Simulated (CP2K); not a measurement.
Consider cyanate at its PBE geometry (Å).

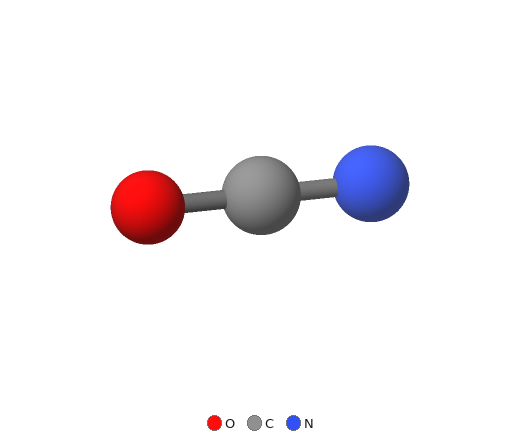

The molecule (oxygen red, carbon grey, nitrogen blue).

```xyz
3

O     1.0984    0.5546    0.0000
C    -0.0120   -0.0058    0.0000
N    -1.0865   -0.5488    0.0000
```

Method: CP2K XAS_TDP, all-electron GAPW, PBEh(45%), aug-cc-pVTZ, TDA, GW2X-corrected core level, no relativity.

**Question.** Where do the O K-edge lines lie, and how strong are they?

Leading lines: O1 533.61 eV. The leading line of an atom is its first one with 35 % of the strongest within 2.5 eV of its lowest line over the strength cut. Core ionisation energies at this level: O1 529.23 eV.

The first six lines of each atom with a strength over 0.0015:

| atom | energy (eV) | states | strength, one atom | above the computed threshold |
| --- | --- | --- | --- | --- |
| O1 (bonded to C) | 532.62 | 1 | 0.0029 | yes |
|  | 532.64 | 2 | 0.0115 | yes |
|  | 533.61 | 2 | 0.0406 | yes |
|  | 534.36 | 1 | 0.0064 | yes |
|  | 534.95 | 2 | 0.0021 | yes |
|  | 535.19 | 1 | 0.0103 | yes |

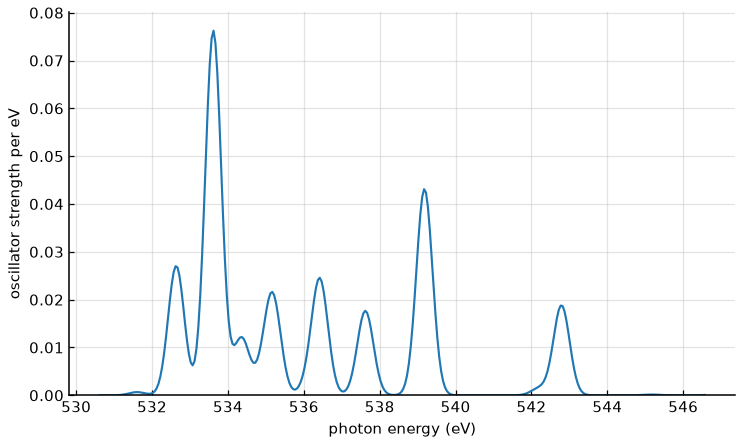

All atoms added, broadened by 0.5 eV.

Lines are vertical, at one geometry, with no vibrational structure. GW2X ionisation energies and lines can be off by 1 to 2 eV either way, and a good line position may hide errors that cancel. These values hold no scalar relativity, about 0.4 eV for O 1s. Rydberg lines, and the discretised continuum above threshold, depend on the basis and the box. The ion (charge -1) is isolated, with no counter-ion or solvent. In an isolated anion many lines lie above the ionisation threshold and are held only by the finite basis.

[Banner, clock and machine lines of the logs are left out without a mark of their own.]

[Logs are printed without paths, hosts, clocks, repeated set-up lines and the standing remarks that a program may print on its own settings, such as how far it seeks lower states.]

[Hosts, paths, dates, database ids (printed as entryN), source tags and the programs' standing remarks are cut or masked in the printed files.]
